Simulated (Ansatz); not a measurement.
Take InP in the zinc blende structure (space group F-43m, No. 216; a = 5.9070 Å) as the base. Axes: x, y, z lie along the cube axes.

One thing is altered: the cell is stretched by 0.50 % along z with no lateral relaxation; the atoms relax in the strained cell.

All numbers come from r2SCAN (Ansatz, a first-principles code), without spin-orbit coupling.

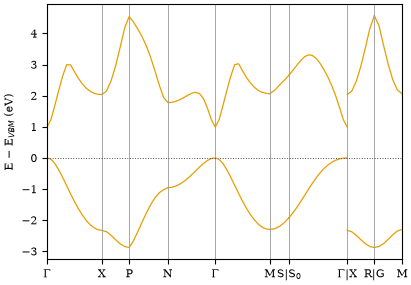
Figure: Highest valence and lowest conduction band along the path of the changed cell's own zone

**Question.** Read the changed gap and its character from the plot.

**Answer.** About 1.0 eV, direct at Γ.

Whether these cells are dynamically stable was not tested. k-point labels follow each cell's own Brillouin zone.
